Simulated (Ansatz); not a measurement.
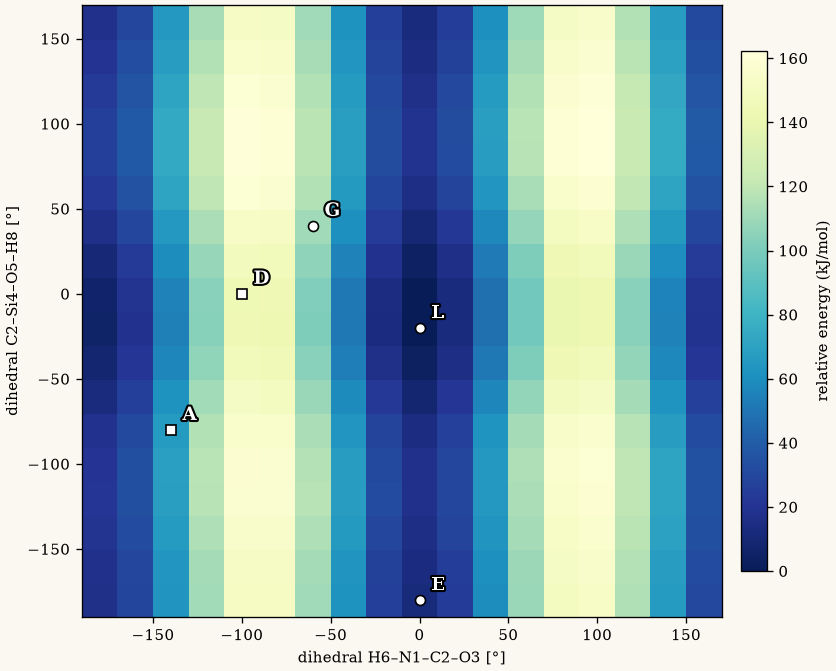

CH₃NO₂Si, SMILES N=C1O[SiH]1O. The first coordinate is: dihedral H6–N1–C2–O3; the second: dihedral C2–Si4–O5–H8. Nothing is relaxed (all other coordinates rigid). The grid has 18 × 18 points. Points are written as (first, second). All energies are given in kJ/mol relative to the lowest grid point. The dihedral twists a double bond; near 90° a spin-restricted reference is unreliable. Method: Ansatz 0.2.0, RKS BHLYP-D4/def2-SVP.

Drawn: one coloured cell a grid point, lettered points.

Q: Is G the lowest point of the computed grid?

A: No. G lies 111 kJ/mol above the lowest grid point, which is at (0°, −20°).

Q: What kind of point is each of A, E, G, L: minimum, saddle, maximum or slope?

A: A: on a slope; E: minimum; G: on a slope; L: minimum. (In these two coordinates alone; a stationary point may lie a little off the grid point.)

Q: Rank the lettered points by energy, lowest first.

A: L (0 kJ/mol), E (12 kJ/mol), A (66 kJ/mol), G (111 kJ/mol), D (144 kJ/mol).
